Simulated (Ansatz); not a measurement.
# Run report: InH₅O₃, phonon calculation

- system: InH₅O₃
- method: RKS r2SCAN/def2-SVP (Ansatz 0.2.0)

It belongs to a series of runs on one base structure; here: vibrations at the highest image of the band. Figures and captions count atoms from 1; the log counts them from 0 in places.

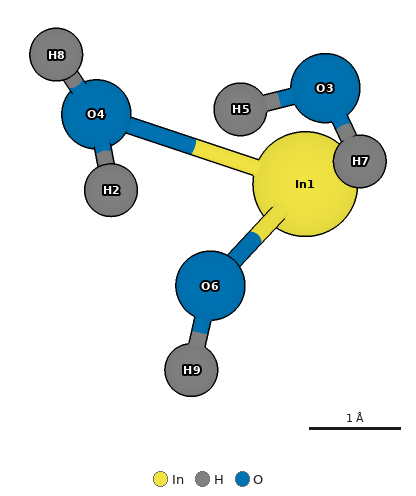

**Figure 1.** The structure as given in the input (ball-and-stick view, seen at a tilt; atoms are numbered from 1 in the order of the input). Sticks mark near contacts. Bond lengths as drawn: H–O 0.97 to 1.02 Å and In–O 2.21 to 2.52 Å.

Input file:
```yaml
crystal:
  periodic: [false, false, false]
  atoms:
    - { symbol: In, position_ang: [0.052452, -0.81851, -1.645828] }
    - { symbol: H, position_ang: [-0.482766, -0.752844, 0.752611] }
    - { symbol: O, position_ang: [0.143685, 1.627751, -0.759729] }
    - { symbol: O, position_ang: [-1.43541, -0.769243, 0.390947] }
    - { symbol: H, position_ang: [-0.08661, 1.200267, 0.083487] }
    - { symbol: O, position_ang: [1.032899, -0.628565, 0.320742] }
    - { symbol: H, position_ang: [1.111605, 1.602273, -0.681827] }
    - { symbol: H, position_ang: [-1.985658, -0.160621, 0.900016] }
    - { symbol: H, position_ang: [1.649803, -1.300606, 0.639683] }
basis:
  gaussian: { orbitals: def2-SVP }
hamiltonian:
  xc: r2scan
phonons: {}
```

Run on 2 threads of Arm Neoverse V1, 24 GiB of memory available, shared host.

Launched with:
```bash
ansatz run input.yaml --threads 2 --pin off --max-ram 3072MiB --backend cpu --events-out ev --progress --plain --runs-dir out
```

Log:
```
Engine: ansatz 0.2.0, aarch64-unknown-linux-gnu
Functional definition: r2SCAN
  parameter k0 = 0.174
  parameter k1 = 0.065
  parameter a1 = 4.9479
  exchange = r2scan_x(k0 = k0, k1 = k1, a1 = a1)
  correlation = r2scan_c
1035 factors; their error is unknown
mean field evaluation 1: about -11379.7328 eV, gradient 8.3e1 eV
mean field evaluation 2: about -11275.2284 eV, gradient 2.0e2 eV
mean field evaluation 4: about -11391.5946 eV, gradient 1.3e1 eV
mean field evaluation 8: about -11391.9639 eV, gradient 1.1e-1 eV
mean field evaluation 16: about -11391.9477 eV, gradient 1.7e-4 eV
mean field -11391.94774505 eV, -418.6463578911 hartree, gradient 5.0e-5 eV, S^2 0.000000; 0 other end points of the search recorded, 0 dependent functions left out
the calculation of the forces begins
reference -11391.94775707 eV, -418.6463583326 hartree; 25, 25 occupied and 68, 68 virtual orbitals, 1035 factors
these checks for a lower state are left out or cut short: stability, starts, cluster_reference, orbital_swaps, neighbouring_geometries, increment
1035 factors; their error is unknown
mean field -11391.94773807 eV, -418.6463576344 hartree, gradient 1.7e-6 eV, S^2 0.000000; 0 other end points of the search recorded, 0 dependent functions left out
[... from here on the field's lines of each further geometry are left out, up to the last ...]
the calculation of the forces begins
reference -11391.94773619 eV, -418.6463575656 hartree; 25, 25 occupied and 68, 68 virtual orbitals, 1035 factors
these checks for a lower state are left out or cut short: stability, starts, cluster_reference, orbital_swaps, neighbouring_geometries, increment
1035 factors; their error is unknown
mean field -11391.94772350 eV, -418.6463570991 hartree, gradient 2.1e-6 eV, S^2 0.000000; 0 other end points of the search recorded, 0 dependent functions left out
the calculation of the forces begins
reference -11391.94773551 eV, -418.6463575406 hartree; 25, 25 occupied and 68, 68 virtual orbitals, 1035 factors
WARN: phonons: modes at or below zero, which the zero-point energy, F, S and C_V leave out: 1, the lowest at -371.52 cm⁻¹. A minimum has none, and a first-order saddle one
Total energy: -11391.94775707 eV, -418.6463583326 hartree
Atom 0 at     0.052452    -0.818510    -1.645828 Å, force    -0.000020     0.000480    -0.000117 eV/Å
Atom 1 at    -0.482766    -0.752844     0.752611 Å, force     0.000166    -0.000033     0.000048 eV/Å
Atom 2 at     0.143685     1.627751    -0.759729 Å, force    -0.000333    -0.000079    -0.000258 eV/Å
Atom 3 at    -1.435410    -0.769243     0.390947 Å, force    -0.000069     0.000117     0.000003 eV/Å
Atom 4 at    -0.086610     1.200267     0.083487 Å, force     0.000401    -0.000451     0.000195 eV/Å
Atom 5 at     1.032899    -0.628565     0.320742 Å, force     0.000072    -0.000041     0.000213 eV/Å
Atom 6 at     1.111605     1.602273    -0.681827 Å, force    -0.000049     0.000007    -0.000184 eV/Å
Atom 7 at    -1.985658    -0.160621     0.900016 Å, force    -0.000067    -0.000010    -0.000070 eV/Å
Atom 8 at     1.649803    -1.300606     0.639683 Å, force    -0.000102     0.000009     0.000168 eV/Å
Dipole moment:     0.150265     0.094667     0.353224 e Å
Vibrations: -371.52 86.78 152.65 174.46 212.25 263.78 278.40 357.46 466.15 510.29 574.43 599.84 680.75 1089.07 1553.60 1646.97 2863.70 3746.64 3811.06 3842.20 3858.61 cm⁻¹, zero-point energy 1.659471 eV
```

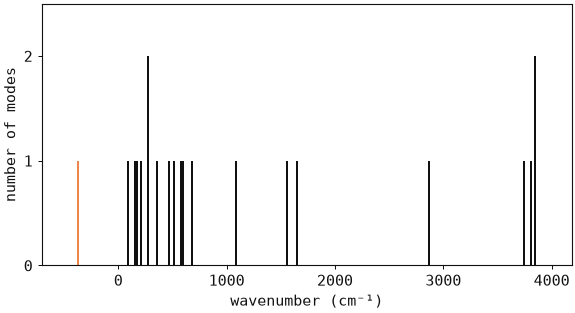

**Figure 2.** Harmonic vibrational wavenumbers from the force constants; neighbouring modes closer than 19 cm⁻¹ are counted in one stick, and imaginary ones are drawn at negative wavenumbers. 21 modes from 372i to 3859 cm⁻¹, 1 imaginary beyond 8i (372i cm⁻¹): a first-order saddle point, if the geometry is stationary.

Results in brief:

```json
{"quantity": "outcome", "value": "converged"}
{"quantity": "total energy", "value": "−11391.9478 eV"}
{"quantity": "mean-field energy", "value": "−11391.9478 eV"}
{"quantity": "largest force (length of the vector)", "value": "0.001 eV/Å"}
{"quantity": "wall time", "value": "94 s (CPU time 3.1 min)"}
{"quantity": "peak memory", "value": "0.15 GiB"}
```
